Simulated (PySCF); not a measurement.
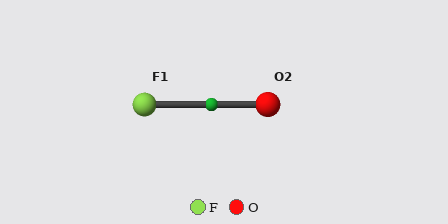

Figure. FO, doublet, SMILES `F[O]`. Molecular graph of the electron density (QTAIM): bond paths, bond critical points (green), ring points (magenta, if any); weak paths are dashed.

Level of theory: ωB97X/def2-SVP (PySCF), at a geometry from GFN2-xTB. No frequency check shows the geometry to be a minimum. The stability of the open-shell solution wasn't checked. GFN2-xTB doesn't know the spin state, so this open-shell geometry is rough.

Coordinates in Å:

```
F1       0.6109    0.0000    0.0000
O2      -0.6873    0.0000    0.0000
```

Question: How many critical points of each kind are there, and does the count close?

Answer: 2 nuclei, 1 bond, 0 ring and 0 cage critical points: 2 − 1 + 0 − 0 = 1, as the Poincaré–Hopf relation requires.

Question: What does the calculation give at each kind of bond critical point?

Answer:
| bond | length (Å) | ρ (a.u.) | ∇²ρ (a.u.) | ε | H (a.u.) |
| --- | --- | --- | --- | --- | --- |
| F1–O2 | 1.298 | 0.397 | −0.20 | 0.08 | −0.418 |

Question: What kind of interaction is F1–O2?

Answer: Shared-shell (covalent): ρ = 0.397, ∇²ρ = −0.20, H = −0.418 a.u.
